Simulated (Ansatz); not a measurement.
## Electronic structure of Cl2Te7Zn8 in real space

```yaml
atoms:
  - { symbol: Te, position_ang: [-0.3523, 0.8495, -4.9450] }
  - { symbol: Te, position_ang: [2.2509, -1.7396, -2.6235] }
  - { symbol: Te, position_ang: [-2.0576, -1.4254, -1.5269] }
  - { symbol: Te, position_ang: [-1.7104, 1.0806, 2.3631] }
  - { symbol: Te, position_ang: [0.8442, 1.9450, -0.6888] }
  - { symbol: Te, position_ang: [-0.0206, -2.1087, 5.3041] }
  - { symbol: Te, position_ang: [3.1090, 1.1407, 3.2549] }
  - { symbol: Zn, position_ang: [-1.9560, 0.8519, -2.9437] }
  - { symbol: Zn, position_ang: [-0.1943, -1.3769, -3.4541] }
  - { symbol: Zn, position_ang: [-0.6410, -1.1952, 3.0311] }
  - { symbol: Zn, position_ang: [1.4327, 0.7408, -2.9518] }
  - { symbol: Zn, position_ang: [0.5948, -0.8348, -0.7149] }
  - { symbol: Zn, position_ang: [-1.6511, 1.0200, -0.2163] }
  - { symbol: Zn, position_ang: [0.9263, 1.2124, 2.0013] }
  - { symbol: Zn, position_ang: [1.7328, -0.5217, 4.5031] }
  - { symbol: Cl, position_ang: [-3.0669, 2.3764, -1.6462] }
  - { symbol: Cl, position_ang: [0.7594, -2.0149, 1.2537] }
```

Geometry: PBE-D4/def2-SVP; core potentials replace the inner electrons of Te.

The calculation used RKS PBE0-D4/def2-SVP in Ansatz 0.2.0.

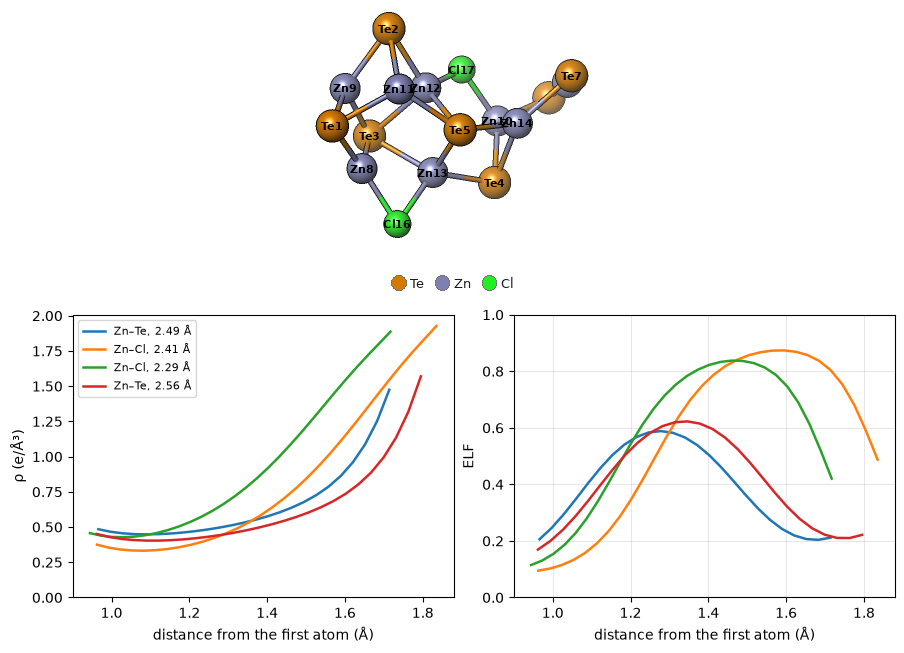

Figure 1. Electron density and ELF along straight lines between neighbouring atoms. The curves leave out the atomic cores. The structure is drawn too.

Question: Compare the contacts.

Answer: Zn–Te (2.49 Å): ρ is about 0.48 e/Å³ halfway; the ELF reaches about 0.60 near the midpoint.
Zn–Cl (2.41 Å): the density is about 0.37 e/Å³ at the midpoint, with its minimum of 0.33 e/Å³ about 1.1 Å from Zn; the ELF peaks at about 0.85 in the valence shell of Cl, 0.8 Å from its nucleus, and is about 0.35 at the midpoint.
Zn–Cl (2.29 Å): ρ at the midpoint is about 0.48 e/Å³, with its minimum of 0.43 e/Å³ about 1.0 Å from Zn; the ELF peaks at about 0.85 in the valence shell of Cl, 0.8 Å from its nucleus, and is about 0.40 at the midpoint.
Zn–Te (2.56 Å): ρ at the midpoint is about 0.44 e/Å³; the ELF peaks at about 0.60 in the valence shell of Te, 1.2 Å from its nucleus, and is about 0.60 at the midpoint.

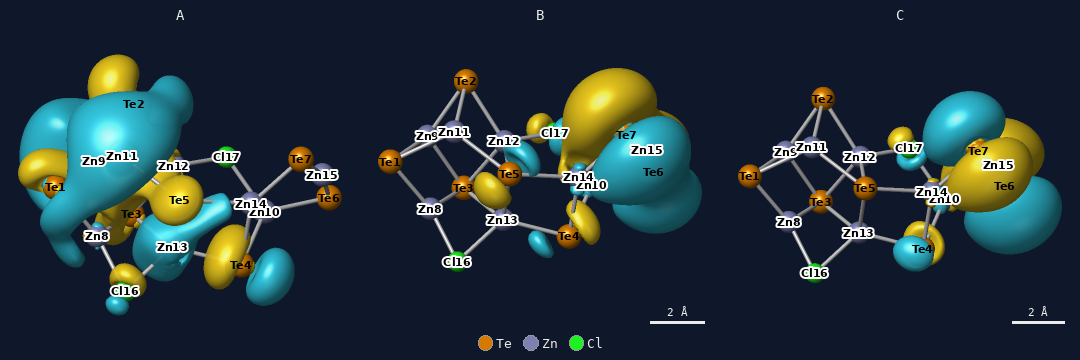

Figure 2. Three frontier orbitals at ±0.04 Å⁻³ᐟ² (yellow and cyan are the two phases), in no order.

Question: Order the three orbitals by energy and name them.

Answer: B is the HOMO−1 (−6.16 eV). By Hirshfeld shares it lies mainly on Te7 (about 55 %), Te6 (about 25 %) and Zn15 (about 10 %). C is the HOMO (−5.78 eV). By Hirshfeld shares it lies mainly on Te6 (about 60 %) and Te7 (about 25 %). A is the LUMO (−2.76 eV). By Hirshfeld shares it lies mainly on Zn9 (about 30 %), Zn11 (about 20 %), Te2 (about 10 %), Te1 (about 5 %) and Te3 (about 5 %).

Question: What is the HOMO–LUMO gap?

Answer: 3.02 eV between the orbital energies.
